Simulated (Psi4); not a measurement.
# C2HF (fluoroacetylene) at DLPNO-MP2/6-31G(d) (density fitting, density fitting for correlation, spherical functions, pno convergence tight, sweep point 3)

Aim: the energy change on altering one bond length of C2HF (fluoroacetylene) at DLPNO-MP2/6-31G* (density fitting, density fitting for correlation, spherical functions, pno convergence tight, sweep point 3), from 2 runs. 

The calculation is run with Psi4 1.11.

### Step 1. The structure to begin with

C2HF: 4 atoms, total charge 0, spin state singlet. SMILES: `C#CF`. The coordinates come from a PBE0-D4/def2-TZVP relaxation.

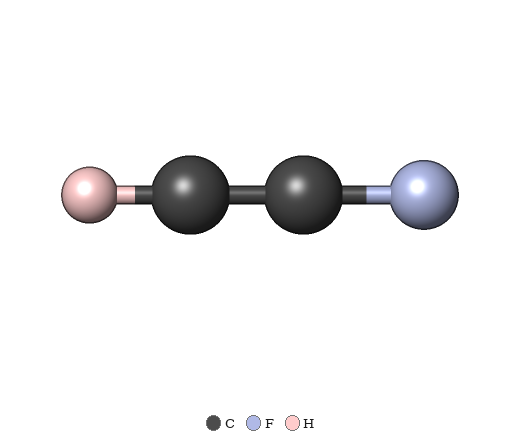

The structure, seen from a chosen angle (carbon dark grey, fluorine light blue, hydrogen pink).

### Step 2. A single-point energy at DLPNO-MP2/6-31G(d) (density fitting, density fitting for correlation, spherical functions, pno convergence tight, sweep point 3)

job.inp reads:

```
memory 1600 mb

molecule mol {
  0 1
  C     -0.361030     0.453110    -0.290220
  C      0.303270    -0.380840     0.243810
  F      1.010600    -1.269010     0.812300
  H     -0.952830     1.196740    -0.765890
  symmetry c1
}

set {
  basis           6-31G*
  puream          true
  scf_type        df
  num_frozen_docc 3
  pno_convergence tight
}

energy('dlpno-mp2')
print_variables()
```

Started as:

```
$ psi4 job.inp job.out -n 1
```

job.out, shortened:

```text
[...]
  Running in c1 symmetry.
[...]
  Nuclear repulsion =   55.832094169203366
[...]
  Multiplicity = 1
[...]
  Nalpha       = 11
  Nbeta        = 11
[...]
    Number of basis functions: 44
[...]
   @DF-RHF iter   1:  -175.59127128016533   -6.33057e-01   7.30478e-03 DIIS/ADIIS
[...]
    Orbital Energies [Eh]
    ---------------------
    Doubly Occupied:
       1A    -26.379837     2A    -11.338349     3A    -11.244108
       4A     -1.703066     5A     -1.044995     6A     -0.854113
       7A     -0.752561     8A     -0.752561     9A     -0.714446
      10A     -0.408875    11A     -0.408875
[...]
  @DF-RHF Final Energy:  -175.64099078525837
   => Energetics <=
    Nuclear Repulsion Energy =             55.8320941692033657
    One-Electron Energy =                -351.7426002484047558
    Two-Electron Energy =                 120.2695152939430443
    Total Energy =                       -175.6409907852583672
[...]
 Multipole Moments:
 ------------------------------------------------------------------------------------
     Multipole            Electronic (a.u.)      Nuclear  (a.u.)        Total (a.u.)
 ------------------------------------------------------------------------------------
 L = 1.  Multiply by 2.5417464519 to convert [e a0] to [Debye]
 Dipole X            :          1.6609403           -1.8442565           -0.1833162
 Dipole Y            :         -2.0856372            2.3160865            0.2304492
 Dipole Z            :          1.3350807           -1.4823992           -0.1473185
 Magnitude           :                                                    0.3292634
[...]
  @LMP2 iter   5:  -0.412500427700 -6.432e-08  5.211e-07
[...]
```

Run time: 2.9 s. Hardware: 1 thread of Intel Xeon at 2.70GHz, shared host; peak memory 0.2 GiB.

### Step 3. The distorted shape, same level

job.dat reads:

```
memory 1.6 GB

molecule m {
  0 1
  C     -0.892457     1.120253    -0.717433
  C      0.303270    -0.380840     0.243810
  F      1.010600    -1.269010     0.812300
  H     -1.484257     1.863883    -1.193103
  symmetry c1
}

set basis 6-31G*
set reference rhf
set puream true
set scf_type df
set num_frozen_docc 3
set pno_convergence tight

energy('dlpno-mp2')
```

Started as:

```
$ psi4 -i job.dat -o job.out -n 1
```

job.out, shortened:

```text
[...]
  Running in c1 symmetry.
[...]
  Nuclear repulsion =   44.784859229140999
[...]
  Multiplicity = 1
[...]
  Nalpha       = 11
  Nbeta        = 11
[...]
    Number of basis functions: 44
[...]
   @DF-RHF iter   1:  -174.72584861002699   -6.53157e-01   1.67528e-02 ADIIS/DIIS
[...]
    Orbital Energies [Eh]
    ---------------------
    Doubly Occupied:
       1A    -26.449865     2A    -11.503016     3A    -11.352347
       4A     -1.770842     5A     -0.966598     6A     -0.834937
       7A     -0.802224     8A     -0.802224     9A     -0.627605
      10A     -0.277856    11A     -0.277856
[...]
  @DF-RHF Final Energy:  -175.10074795745646
   => Energetics <=
    Nuclear Repulsion Energy =             44.7848592291409986
    One-Electron Energy =                -328.4404748774452401
    Two-Electron Energy =                 108.5548676908478001
    Total Energy =                       -175.1007479574564627
[...]
 Multipole Moments:
 ------------------------------------------------------------------------------------
     Multipole            Electronic (a.u.)      Nuclear  (a.u.)        Total (a.u.)
 ------------------------------------------------------------------------------------
 L = 1.  Multiply by 2.5417464519 to convert [e a0] to [Debye]
 Dipole X            :          2.5107810           -2.3433775            0.1674036
 Dipole Y            :         -3.1526765            2.9426731           -0.2100034
 Dipole Z            :          2.0182006           -1.8836414            0.1345592
 Magnitude           :                                                    0.3003856
[...]
  @LMP2 iter   5:  -0.570428088272 -4.478e-08  7.931e-07
[...]
```

Run time: 2.7 s. Hardware: 1 thread of Intel Xeon at 2.70GHz, shared host; peak memory 0.2 GiB.

### Step 4. Results

Level: DLPNO-MP2/6-31G* (density fitting, density fitting for correlation, spherical functions, pno convergence tight, sweep point 3), 3 core orbitals frozen.

| quantity | value |
| --- | --- |
| first shape: total energy | -176.05349 Eh |
| first shape: HOMO energy (Hartree–Fock orbitals) | -11.13 eV |
| first shape: LUMO energy (Hartree–Fock orbitals) | 6.69 eV |
| first shape: HOMO–LUMO gap (Hartree–Fock orbitals) | 17.81 eV |
| first shape: correlation energy (3 core orbitals frozen) | -412.5 mEh |
| distorted shape: total energy | -175.67118 Eh |
| distorted shape: HOMO energy (Hartree–Fock orbitals) | -7.56 eV |
| distorted shape: LUMO energy (Hartree–Fock orbitals) | -0.71 eV |
| distorted shape: HOMO–LUMO gap (Hartree–Fock orbitals) | 6.85 eV |
| distorted shape: correlation energy (3 core orbitals frozen) | -570.4 mEh |
| energy change with the C1–C2 bond stretched from 1.192 to 2.146 Å | 10.403 eV |

**Reading.** With the C1–C2 bond stretched from 1.192 to 2.146 Å the energy rises by 10.40 eV (1004 kJ/mol). The first shape isn't relaxed at this level, so the change isn't measured from a minimum. A restricted reference can't describe the breaking bond well at this length.
